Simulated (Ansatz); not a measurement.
```xyz
10
charge 1, multiplicity 1
C    -0.5784    0.4378   -0.8872
O     0.4632    0.3807   -0.2359
Si    1.0723   -0.9101    0.8647
H    -1.3015   -0.3850   -0.8810
H    -0.7530    1.3260   -1.4986
H    -2.1319    1.8413    0.6259
H    -2.5499    1.2180    0.6086
H     0.0152   -1.9353    0.7697
H     1.1435   -0.1787    2.1376
H     2.3524   -1.2444    0.2250
```

Describe the molecule in this file.

It has 10 atoms: 1 carbon, 7 hydrogen, 1 oxygen and 1 silicon (CH₇OSi⁺). Judged by distances it falls into 2 fragments: CH5OSi, H2. Coordination: 1 C trigonal planar; 1 O bent; 1 Si tetrahedral.

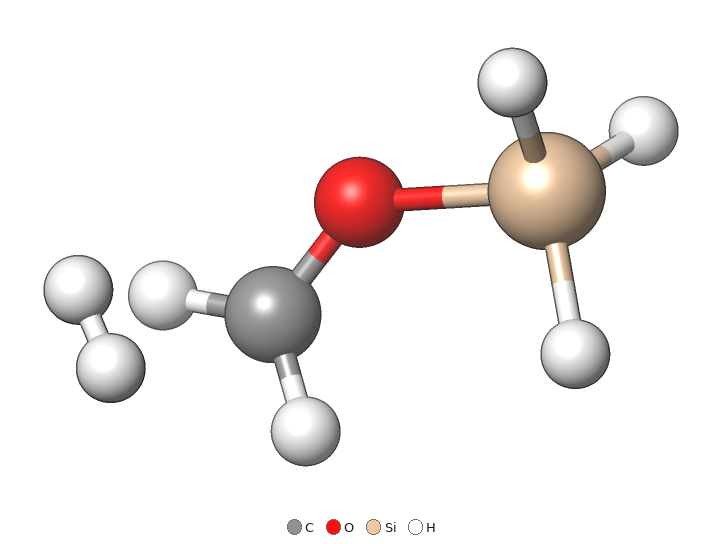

Simulated data, not a measurement (program: Ansatz).
